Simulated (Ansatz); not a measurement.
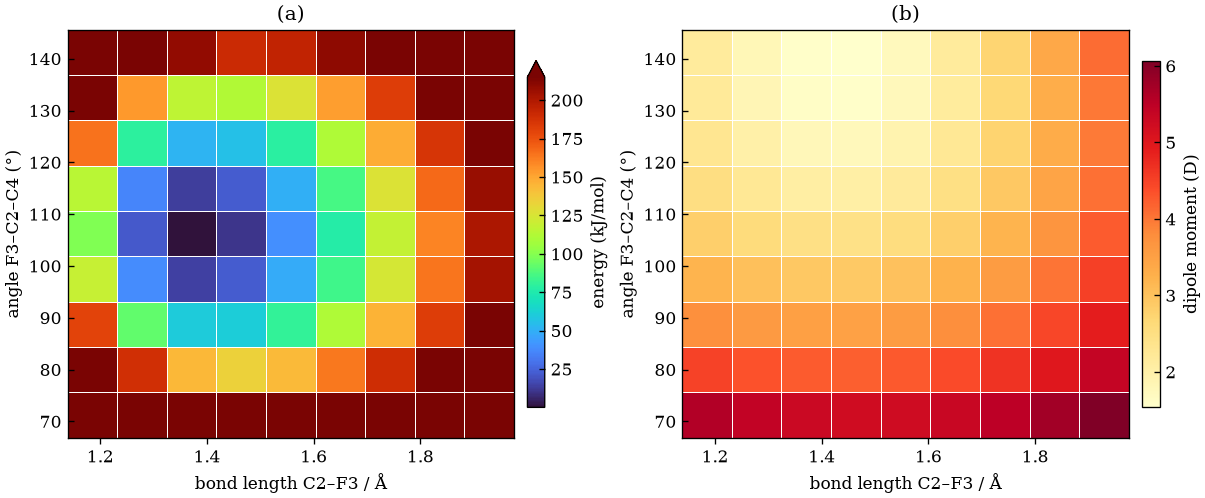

C₂H₄FNS, SMILES NC(F)C=S. First axis: bond length C2–F3. Second axis: angle F3–C2–C4. Nothing is relaxed (all other coordinates rigid). The grid has 9 × 9 points. All energies are given in kJ/mol relative to the relaxed molecule at the same level. These are results of Ansatz 0.2.0, RHF/def2-TZVP, not measurements.

Panel (a) is the energy; panel (b) is the computed dipole moment, in D.

In the figure: one coloured cell a grid point, one colour for all values above the top of the scale.

Q: How does the dipole moment vary over the map, and what is it at the lowest grid point?

A: Leaving out the highest fifth of the energies, it runs from 1.54 D at bond length C2–F3 = 1.464 Å, angle F3–C2–C4 = 141.2° to 5.40 D at bond length C2–F3 = 1.929 Å, angle F3–C2–C4 = 80.0°. At the lowest grid point, bond length C2–F3 = 1.371 Å, angle F3–C2–C4 = 106.2°, it is 2.46 D.
